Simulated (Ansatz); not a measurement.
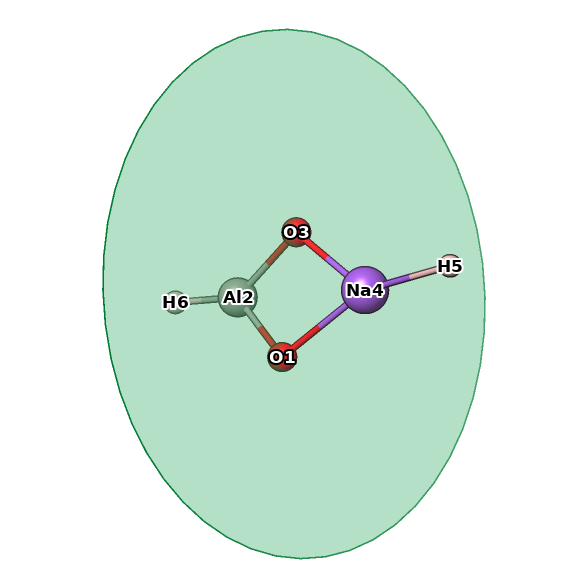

A disc through the centre of mass is drawn in. Depth is shown by fading: the farther an atom, the more it takes the colour of the background. The geometry was computed by an optimisation with PBE-D4/def2-SVP. No frequency run is at hand to confirm it as a minimum.

Q: Is the plane of the disc a mirror plane of the structure?

A: No. The point group is Cs, with 1 mirror plane, and this plane isn't one of its mirror planes.
